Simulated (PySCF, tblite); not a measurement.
# 4-(methylthio)pyridine: a rotation path, then NMR shifts on frames, part 2 of 2

tblite 0.8.0 and PySCF 2.14.0. Atoms count from 0.

## 5. NMR shieldings: image 4, PBE0/pcSseg-1

Job settings and geometry (Å):

```
{"job": {"kind": "nmr", "xc": "PBE0", "basis": "pcSseg-1", "pop": false}, "charge": 0, "multiplicity": 1}
C      2.672100    -0.173300     0.152200
S      1.598800    -0.346800    -1.309300
C     -0.006100    -0.093600    -0.545300
C     -0.728600    -1.170400    -0.056300
C     -1.994500    -0.922700     0.457400
N     -2.538500     0.279700     0.505400
C     -1.837600     1.299700     0.044300
C     -0.563400     1.173700    -0.491400
H      2.397400    -0.908400     0.902400
H      3.680600    -0.360400    -0.204600
H      2.598900     0.833700     0.551700
H     -0.325000    -2.170100    -0.091300
H     -2.607200    -1.730200     0.835700
H     -2.322200     2.265300     0.094300
H     -0.029200     2.031900    -0.867200
```

Level: GIAO PBE0/pcSseg-1 NMR shielding, non-relativistic, gas phase.

Log:

```text
coarse grid: 13544 points
cycle   1  E = -685.1719608430  dE =  1.309e+00  |g| = 3.236e-01  |ddm| = 3.811e+00
cycle   2  E = -685.1700523928  dE =  1.908e-03  |g| = 3.677e-01  |ddm| = 7.966e-01
cycle   3  E = -685.1987251841  dE = -2.867e-02  |g| = 9.381e-02  |ddm| = 4.010e-01
cycle   4  E = -685.2003916181  dE = -1.666e-03  |g| = 4.145e-02  |ddm| = 1.278e-01
cycle   5  E = -685.2008168756  dE = -4.253e-04  |g| = 1.092e-02  |ddm| = 5.837e-02
cycle   6  E = -685.2008462810  dE = -2.941e-05  |g| = 2.621e-03  |ddm| = 1.282e-02
cycle   7  E = -685.2008476418  dE = -1.361e-06  |g| = 8.247e-04  |ddm| = 2.416e-03
final grid: 127592 points
cycle   8  E = -685.2486754379  dE = -2.776e-05  |g| = 8.807e-03  |ddm| = 3.489e-02
cycle   9  E = -685.2486672121  dE =  8.226e-06  |g| = 1.053e-02  |ddm| = 1.939e-02
cycle  10  E = -685.2486949200  dE = -2.771e-05  |g| = 6.336e-04  |ddm| = 1.097e-02
cycle  11  E = -685.2486950071  dE = -8.713e-08  |g| = 3.075e-04  |ddm| = 9.414e-04
cycle  12  E = -685.2486950265  dE = -1.933e-08  |g| = 9.714e-05  |ddm| = 3.848e-04
cycle  13  E = -685.2486950285  dE = -2.076e-09  |g| = 3.725e-05  |ddm| = 1.346e-04
cycle  14  E = -685.2486950289  dE = -3.577e-10  |g| = 8.520e-06  |ddm| = 4.370e-05
converged SCF energy = -685.2486950289

GIAO shielding tensors (ppm)
atom      isotropic    diamagn.    paramagn.     s11        s22        s33       span
  0 C      158.845     249.771     -90.926    140.907    151.093    184.535     43.628
  1 S      486.034    1056.797    -570.763    324.684    396.877    736.542    411.859
  2 C       31.595     260.740    -229.145    -67.777      0.239    162.322    230.099
  3 C       50.695     254.402    -203.707    -57.522     53.171    156.437    213.959
  4 C       30.322     251.132    -220.810    -78.531     25.462    144.036    222.567
  5 N      -93.742     330.925    -424.668   -419.172   -175.009    312.954    732.126
  6 C       30.441     251.165    -220.724    -78.393     25.624    144.093    222.486
  7 C       50.628     254.414    -203.786    -57.969     53.557    156.296    214.266
  8 H       29.292      30.558      -1.266     24.011     28.353     35.513     11.502
  9 H       29.535      28.483       1.052     25.210     25.615     37.779     12.569
 10 H       29.185      30.441      -1.255     23.851     28.123     35.583     11.732
 11 H       23.964      32.783      -8.819     20.597     21.671     29.625      9.028
 12 H       22.762      29.059      -6.297     18.719     22.387     27.180      8.461
 13 H       22.779      29.070      -6.291     18.742     22.391     27.205      8.463
 14 H       23.963      32.809      -8.845     20.596     21.676     29.618      9.023
```

Wall time 35 s (1 thread of Arm Neoverse N1, shared host); peak memory 0.83 GiB.

This run: δ C4 156.6, C6 156.5, C2 155.3, C7 136.3, H12 8.96, H13 8.94 ppm.

## 6. NMR shieldings: image 6, PBE0/pcSseg-1

Job settings and geometry (Å):

```
{"job": {"kind": "nmr", "xc": "PBE0", "basis": "pcSseg-1", "pop": false}, "charge": 0, "multiplicity": 1}
C      2.642000    -0.513900     0.156100
S      1.688900     0.289600    -1.167400
C      0.043000     0.224500    -0.511200
C     -0.477200    -0.897400     0.121200
C     -1.780300    -0.835700     0.589900
N     -2.555600     0.227600     0.470600
C     -2.059600     1.284200    -0.150300
C     -0.774300     1.339100    -0.662600
H      2.272900    -1.515800     0.342600
H      3.667400    -0.557300    -0.197300
H      2.582900     0.094300     1.053700
H      0.098400    -1.802200     0.237600
H     -2.227900    -1.688400     1.083200
H     -2.720600     2.135800    -0.232700
H     -0.404500     2.223700    -1.155300
```

Method: GIAO PBE0/pcSseg-1 NMR shielding, non-relativistic, gas phase.

Log:

```text
coarse grid: 13544 points
cycle   1  E = -685.1712364878  dE =  1.337e+00  |g| = 3.363e-01  |ddm| = 3.822e+00
cycle   2  E = -685.1649169340  dE =  6.320e-03  |g| = 4.005e-01  |ddm| = 8.593e-01
cycle   3  E = -685.1996757244  dE = -3.476e-02  |g| = 9.973e-02  |ddm| = 4.680e-01
cycle   4  E = -685.2016502274  dE = -1.975e-03  |g| = 4.233e-02  |ddm| = 1.337e-01
cycle   5  E = -685.2020970268  dE = -4.468e-04  |g| = 1.090e-02  |ddm| = 5.796e-02
cycle   6  E = -685.2021260875  dE = -2.906e-05  |g| = 2.600e-03  |ddm| = 1.337e-02
cycle   7  E = -685.2021273911  dE = -1.304e-06  |g| = 8.671e-04  |ddm| = 2.427e-03
final grid: 127592 points
cycle   8  E = -685.2500957129  dE = -2.966e-05  |g| = 9.013e-03  |ddm| = 4.049e-02
cycle   9  E = -685.2500846503  dE =  1.106e-05  |g| = 1.115e-02  |ddm| = 2.063e-02
cycle  10  E = -685.2501161368  dE = -3.149e-05  |g| = 9.606e-04  |ddm| = 1.241e-02
cycle  11  E = -685.2501163442  dE = -2.074e-07  |g| = 4.430e-04  |ddm| = 1.505e-03
cycle  12  E = -685.2501163912  dE = -4.696e-08  |g| = 8.749e-05  |ddm| = 5.261e-04
cycle  13  E = -685.2501163927  dE = -1.566e-09  |g| = 3.979e-05  |ddm| = 1.353e-04
cycle  14  E = -685.2501163931  dE = -3.731e-10  |g| = 1.422e-05  |ddm| = 5.064e-05
converged SCF energy = -685.2501163931

GIAO shielding tensors (ppm)
atom      isotropic    diamagn.    paramagn.     s11        s22        s33       span
  0 C      164.576     251.347     -86.771    145.213    162.012    186.503     41.291
  1 S      494.030    1056.773    -562.743    345.214    416.951    719.925    374.711
  2 C       29.091     261.901    -232.810    -63.140     -8.240    158.653    221.794
  3 C       59.147     256.301    -197.154    -51.208     54.626    174.023    225.231
  4 C       31.286     250.646    -219.360    -77.679     27.073    144.463    222.143
  5 N      -84.169     331.245    -415.414   -399.034   -162.689    309.215    708.249
  6 C       31.722     250.651    -218.929    -75.530     26.112    144.582    220.113
  7 C       56.325     253.983    -197.658    -51.756     59.663    161.068    212.824
  8 H       28.911      31.377      -2.467     23.173     28.007     35.552     12.379
  9 H       29.582      28.476       1.106     24.686     26.499     37.559     12.873
 10 H       29.190      30.588      -1.398     24.257     27.370     35.943     11.685
 11 H       24.369      33.980      -9.611     20.452     22.000     30.656     10.205
 12 H       22.891      29.499      -6.609     18.863     22.510     27.298      8.435
 13 H       22.975      28.621      -5.646     19.019     22.787     27.119      8.100
 14 H       24.265      32.441      -8.176     20.904     22.164     29.726      8.823
```

Run time: 35 s. Hardware: 1 thread of Arm Neoverse N1, shared host; peak memory 0.83 GiB.

In short: δ C2 157.8, C4 155.6, C6 155.2, C7 130.6, H12 8.83, H13 8.74 ppm.

## 7. Shielding tensors: image 8, PBE0/pcSseg-1

Job settings and geometry (Å):

```
{"job": {"kind": "nmr", "xc": "PBE0", "basis": "pcSseg-1", "pop": false}, "charge": 0, "multiplicity": 1}
C      2.645300    -0.707100     0.012100
S      1.776900     0.728300    -0.681500
C      0.090500     0.440600    -0.266100
C     -0.372700    -0.665300     0.436800
C     -1.732600    -0.752700     0.690100
N     -2.617900     0.146300     0.302000
C     -2.170400     1.196600    -0.369000
C     -0.838700     1.396200    -0.677100
H      2.287900    -1.619700    -0.456200
H      3.693800    -0.557000    -0.226100
H      2.512600    -0.736200     1.089600
H      0.287200    -1.443100     0.784100
H     -2.131200    -1.597800     1.236600
H     -2.922300     1.912000    -0.673600
H     -0.513000     2.266800    -1.223700
```

Level: GIAO PBE0/pcSseg-1 NMR shielding, non-relativistic, gas phase.

Log:

```text
coarse grid: 13544 points
cycle   1  E = -685.1708450370  dE =  1.350e+00  |g| = 3.479e-01  |ddm| = 3.840e+00
cycle   2  E = -685.1598356693  dE =  1.101e-02  |g| = 4.317e-01  |ddm| = 9.370e-01
cycle   3  E = -685.2012439767  dE = -4.141e-02  |g| = 1.028e-01  |ddm| = 5.292e-01
cycle   4  E = -685.2033841219  dE = -2.140e-03  |g| = 4.302e-02  |ddm| = 1.356e-01
cycle   5  E = -685.2038453092  dE = -4.612e-04  |g| = 1.099e-02  |ddm| = 5.678e-02
cycle   6  E = -685.2038747222  dE = -2.941e-05  |g| = 2.647e-03  |ddm| = 1.376e-02
cycle   7  E = -685.2038760672  dE = -1.345e-06  |g| = 9.080e-04  |ddm| = 2.545e-03
final grid: 127592 points
cycle   8  E = -685.2528638990  dE = -4.188e-05  |g| = 9.489e-03  |ddm| = 4.741e-02
cycle   9  E = -685.2528508989  dE =  1.300e-05  |g| = 1.187e-02  |ddm| = 2.120e-02
cycle  10  E = -685.2528864773  dE = -3.558e-05  |g| = 1.200e-03  |ddm| = 1.317e-02
cycle  11  E = -685.2528868205  dE = -3.431e-07  |g| = 4.891e-04  |ddm| = 1.850e-03
cycle  12  E = -685.2528868771  dE = -5.667e-08  |g| = 1.146e-04  |ddm| = 5.946e-04
cycle  13  E = -685.2528868800  dE = -2.850e-09  |g| = 4.683e-05  |ddm| = 1.823e-04
cycle  14  E = -685.2528868805  dE = -5.216e-10  |g| = 1.574e-05  |ddm| = 5.558e-05
converged SCF energy = -685.2528868805

GIAO shielding tensors (ppm)
atom      isotropic    diamagn.    paramagn.     s11        s22        s33       span
  0 C      169.102     252.395     -83.293    161.312    162.721    183.273     21.961
  1 S      484.029    1056.992    -572.962    334.598    408.275    709.215    374.617
  2 C       28.280     261.883    -233.602    -58.954    -14.682    158.478    217.432
  3 C       66.981     256.365    -189.385    -42.462     64.014    179.389    221.851
  4 C       31.117     250.192    -219.075    -78.184     27.218    144.317    222.501
  5 N      -74.605     331.479    -406.084   -374.106   -158.516    308.807    682.913
  6 C       32.789     250.224    -217.435    -74.367     27.695    145.039    219.406
  7 C       61.747     253.747    -192.000    -44.949     63.643    166.546    211.495
  8 H       29.240      31.155      -1.916     24.650     26.661     36.407     11.757
  9 H       29.431      28.232       1.199     24.195     26.740     37.357     13.162
 10 H       29.241      31.175      -1.934     24.655     26.678     36.390     11.735
 11 H       24.941      35.259     -10.318     20.852     22.767     31.204     10.353
 12 H       22.941      29.553      -6.611     18.737     22.607     27.480      8.742
 13 H       23.022      28.384      -5.362     18.971     23.019     27.076      8.105
 14 H       24.496      32.179      -7.683     20.849     22.558     30.081      9.232
```

It took 35 s on 1 thread of Arm Neoverse N1, shared host; peak memory 0.83 GiB.

Key values: δ C2 158.6, C4 155.8, C6 154.1, C7 125.2, H12 8.78, H13 8.70 ppm.

## 8. Side by side: NMR shifts

Shifts (ppm) of some atoms, chosen among heavy atoms and hydrogens apart, with basis size and wall time:

| frame | C3 | C7 | C0 | H11 | H14 | S1 | N5 | functions | time |
| --- | --- | --- | --- | --- | --- | --- | --- | --- | --- |
| image 0 | 125.2 | 120.0 | 17.8 | 7.22 | 6.77 | 20 | 342.3 | 178 | 36 s |
| image 2 | 130.8 | 128.1 | 22.2 | 7.47 | 7.34 | 11 | 352.4 | 178 | 34 s |
| image 4 | 136.2 | 136.3 | 28.1 | 7.75 | 7.75 | 18 | 361.5 | 178 | 35 s |
| image 6 | 127.8 | 130.6 | 22.3 | 7.35 | 7.45 | 10 | 351.9 | 178 | 35 s |
| image 8 | 119.9 | 125.2 | 17.8 | 6.78 | 7.22 | 20 | 342.3 | 178 | 35 s |

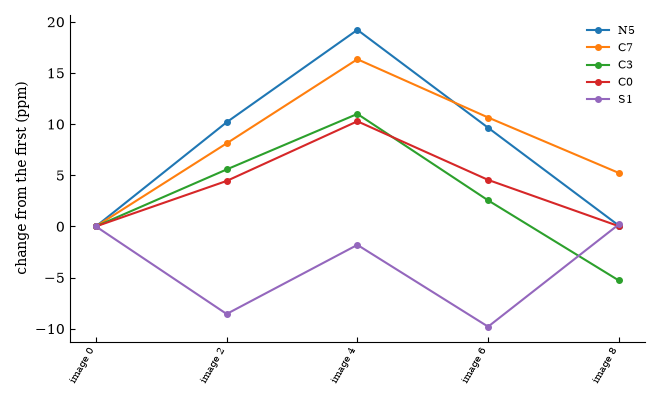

How five of the tabulated atoms move from run to run.

## 9. Results

What follows sums up all 2 parts.

| quantity | value |
| --- | --- |
| barrier | 0.159 eV (3.7 kcal/mol) at image 4 |
| end to end (GFN2-xTB) | 0.000 eV |
| 13C shifts against TMS (PBE0/pcSseg-1, image 0) | 158.6, 155.8, 154.2, 125.2, 120.0, 17.8 ppm |
| 1H shifts against TMS (PBE0/pcSseg-1, image 0) | 8.78, 8.70, 7.22, 6.77, 2.49, 2.46, 2.29 ppm |
| 33S shifts against CS2 (PBE0/pcSseg-1, image 0) | 20 ppm |
| 15N shifts against NH3 (PBE0/pcSseg-1, image 0) | 342.3 ppm |
| range of the shift of N5 | 342.3 to 361.5 ppm |

Along the band the dihedral turns by 181°, and the top (dihedral 269°) lies 3.7 kcal/mol above the start (GFN2-xTB, rough), so at room temperature this motion is fast. The top was not checked by a frequency run. Shifts at one fixed geometry are not the observed spectrum, which averages over the motion. In the first frame run (image 0): The widest tensor belongs to N5: span 683 ppm, with a paramagnetic part of -406 ppm. NICS(1)zz of -26 ppm above the planar ring from C2 marks a diatropic (aromatic) ring current. Across the 5 runs the shift of N5 moves most, between 342.3 (image 0) and 361.5 ppm (image 4).
